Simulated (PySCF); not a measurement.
Molecule: C6H8OS, SMILES c1(sc(CC)cc1)O. Atoms near the plane z = 1.0 Å, at the GFN2-xTB optimised geometry (x, y, z in Å): C1 (-1.8, 2.7, -0.1), C2 (-1.9, 1.2, 0.0), C3 (-0.6, 0.5, 0.0), C4 (0.7, 1.0, 0.0), C5 (1.7, 0.0, 0.0), C6 (1.2, -1.2, 0.0), O7 (1.9, -2.4, 0.0), S8 (-0.5, -1.2, 0.0), H10 (-2.8, 3.2, -0.1), H11 (-1.2, 3.1, 0.8), H13 (-2.4, 0.9, 0.9), H14 (0.9, 2.0, 0.0), H15 (2.8, 0.2, 0.0), H16 (1.3, -3.2, 0.0).

Level of theory: CAM-B3LYP/def2-TZVP (PySCF). The values are rescaled to run from 0 to 1.

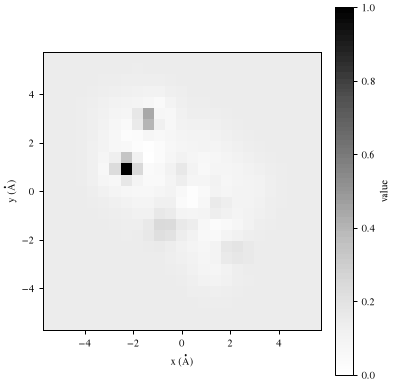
*a field on the plane z = 1.0 Å.*

Which quantity is mapped?
A. deformation density (molecule minus spherical neutral atoms)
B. electrostatic potential
C. log10 of the electron density
D. Laplacian of the electron density

A, deformation density (molecule minus spherical neutral atoms). In full: deformation density (molecule minus spherical neutral atoms) (e/bohr³).
